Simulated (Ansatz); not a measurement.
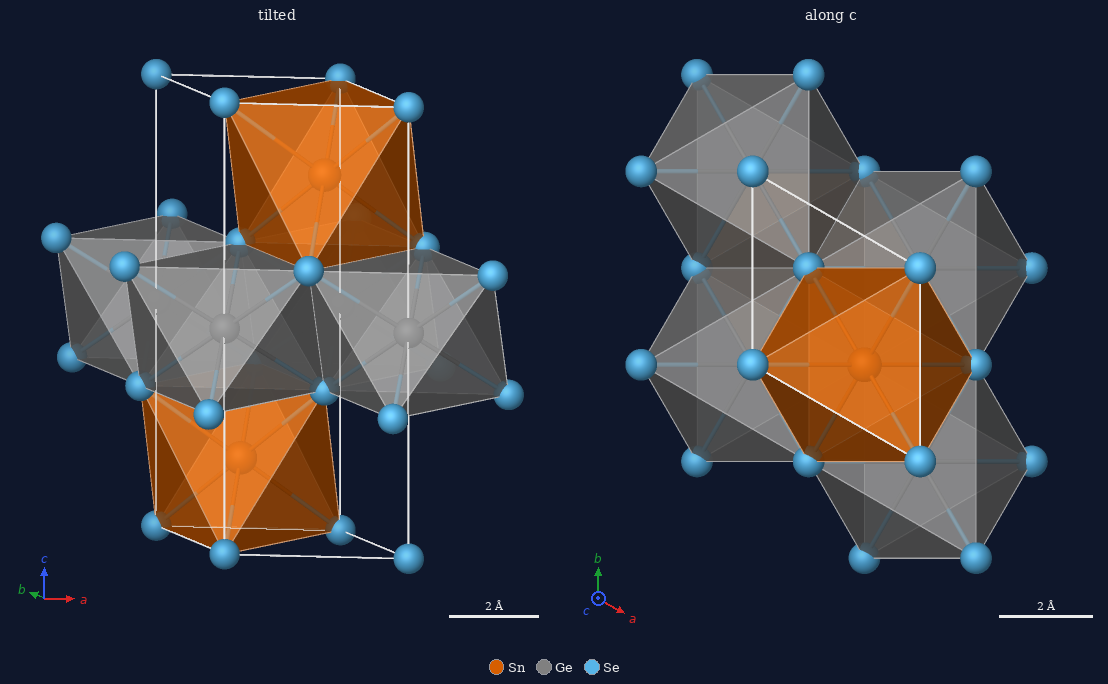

View slightly off an axis and along the c axis, drawn as a polyhedral model. Thin lines show the conventional unit cell, with boundary atoms drawn in all their periodic places. Some neighbours outside the box are added.

Sn2GeSe3, space group P-3m1 (No. 164), a = 4.188 Å, b = 4.188 Å, c = 10.299 Å, α = 90.00°, β = 90.00°, γ = 120.00°. Origin of the cell: a structure type filled with these elements by a generator (whether the compound takes this form wasn't checked). Earlier steps of the study may have refined or changed the cell and positions. Ansatz was used for an electronic-structure calculation on it.

This one geometry was computed with Ansatz (DFT, plane waves, PAW) at four levels of theory: LDA, PBE, HSE06 and r2SCAN.

### Which level gives the highest pressure at this volume, and what does that say about its equilibrium volume?

Highest: PBE (0.0 GPa), which points to the largest equilibrium volume. Lowest, with the smallest volume: LDA (-4.3 GPa). Levels within 0.5 GPa of each other can't be told apart.

### How does the band gap change with the level of theory?

LDA: a gap of 0.01 eV, indirect; PBE: a gap of 0.03 eV, indirect; r2SCAN: a gap of 0.09 eV, direct; HSE06: a gap of 0.14 eV, indirect.

### Collect the results in a table.

| level | cutoff (eV) | k-mesh of the run's cell | gap (eV) | pressure (GPa) |
| --- | --- | --- | --- | --- |
| LDA | 420 | 12×12×4 | 0.01 | -4.3 |
| PBE | 420 | 12×12×4 | 0.03 | 0.0 |
| HSE06 | 420 | 6×6×2 | 0.14 | -1.6 |
| r2SCAN | 500 | 12×12×4 | 0.09 | -1.2 |

Gaps are taken on the k-mesh or band path of each run.
